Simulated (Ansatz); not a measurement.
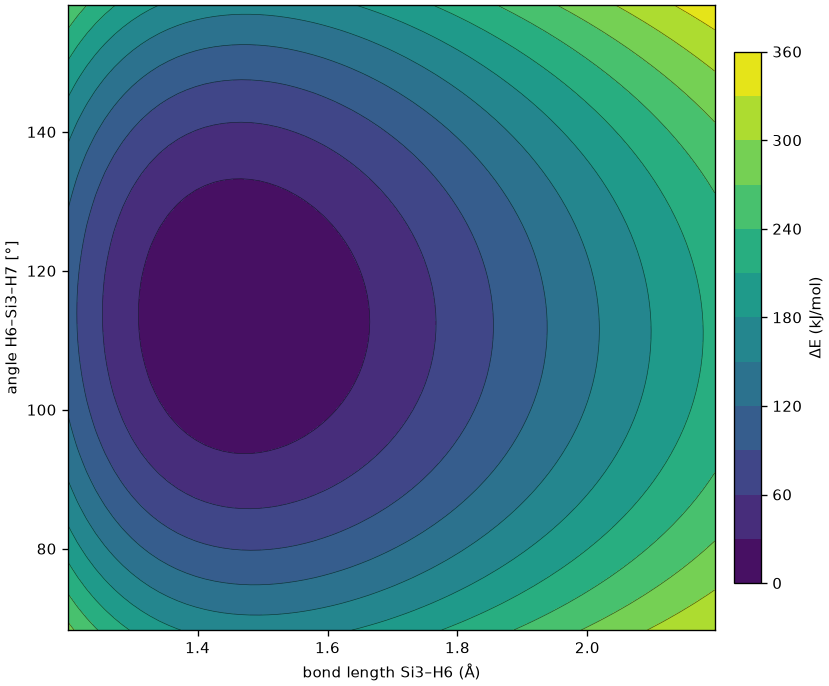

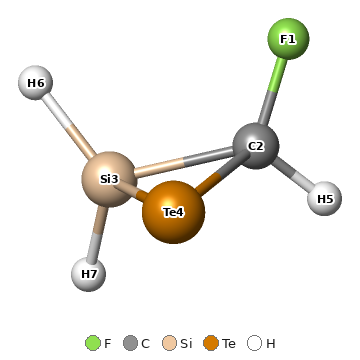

Energy landscape of CH3FSiTe, SMILES FC1[SiH2][Te]1. First axis: bond length Si3–H6. Second axis: angle H6–Si3–H7. Nothing is relaxed (all other coordinates rigid). Grid: 15 × 15 points. Energies: kJ/mol, counted from the relaxed molecule at the same level. The reference is spin-restricted, which grows unreliable where a bond is stretched far. Level of theory: Ansatz 0.2.0, RHF/def2-TZVP.

The picture shows filled contours. Between grid points the surface is interpolated. The second picture is the structure at the lowest point.

Q: What does the map say about the system?

A: The lowest grid point is at bond length Si3–H6 = 1.485 Å, angle H6–Si3–H7 = 113.3°, 0.41 kJ/mol from the relaxed molecule at the same level. No other kind of well shows on this grid. The highest grid point, bond length Si3–H6 = 2.196 Å, angle H6–Si3–H7 = 158.3°, lies 350 kJ/mol above the lowest. Round the minimum the two coordinates are nearly uncoupled.

Each point was launched as `ansatz run input.yaml --threads 1 --pin off --max-ram 2560MiB --backend cpu --events-out ev --progress --plain --runs-dir out`. Time for the 225 points that were run: 40 min on 1 thread of Arm Neoverse N1, on a shared host.
